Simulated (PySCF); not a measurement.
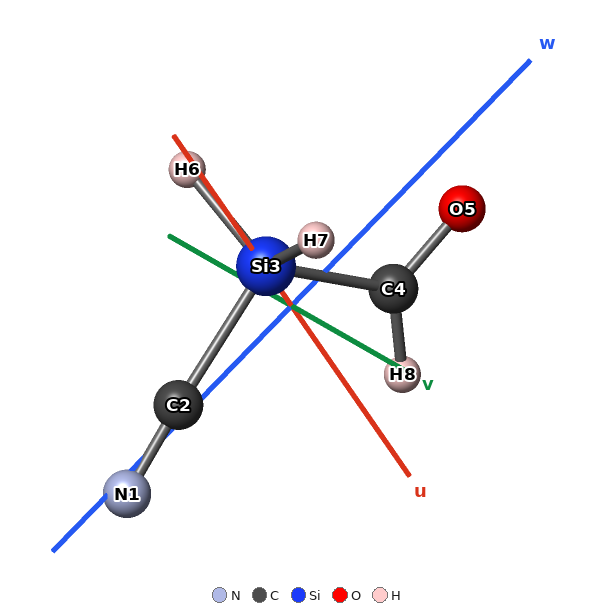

The lines u, v and w are the principal axes of the static dipole polarisability. Computed geometry: PBE0-D3(BJ)/def2-SVP optimisation. No frequency run is at hand to confirm it as a minimum. Method: ωB97X-D/def2-SVPD (PySCF 2.14.0).

> Along which axis is the molecule most polarisable, and along which least?

Most along w (nearly parallel to the C4–O5 bond), least along v.

> Give the three principal values.

u 53.7, v 43.2, w 73.8 bohr³; mean 56.9, anisotropy 26.9 bohr³.
